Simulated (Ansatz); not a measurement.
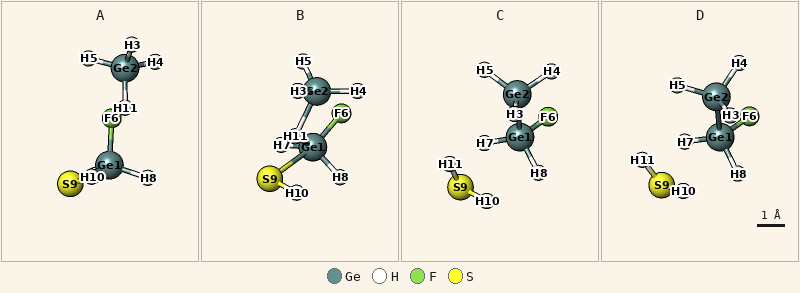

4 geometries from a converged minimum-energy path of Ge$_{2}$H$_{7}$SF, made up at the start of Ge$_{2}$H$_{5}$F and H2S, shuffled. Style: ball-and-stick. Shown from a free direction.

Theory: RKS BHLYP/def2-SVP (Ansatz). Settings: 7 movable images; climbing image; force threshold 0.05 eV/Å; iteration limit 60; starting path through a guess of the saddle point.

**Which frame is the top of the path?**

B. In order along the path, whose images run from 0 to 8: D (image 0, 0.00 eV), C (image 1, +0.01 eV), B (image 4, +2.43 eV), A (image 8, −0.27 eV). Breaking: Ge1–Ge2 (2.43 → 2.75 at the top → 4.44 Å), S9–H11 (1.34 → 1.84 at the top → 3.78 Å). Forming: Ge1–S9 (3.55 → 2.62 at the top → 2.20 Å), Ge2–H11 (3.72 → 1.86 at the top → 1.53 Å).

Limits of the set-up: the start holds two separate molecules, 3.1 Å apart at their closest, whose relative position is a soft coordinate and is computed without a dispersion correction.
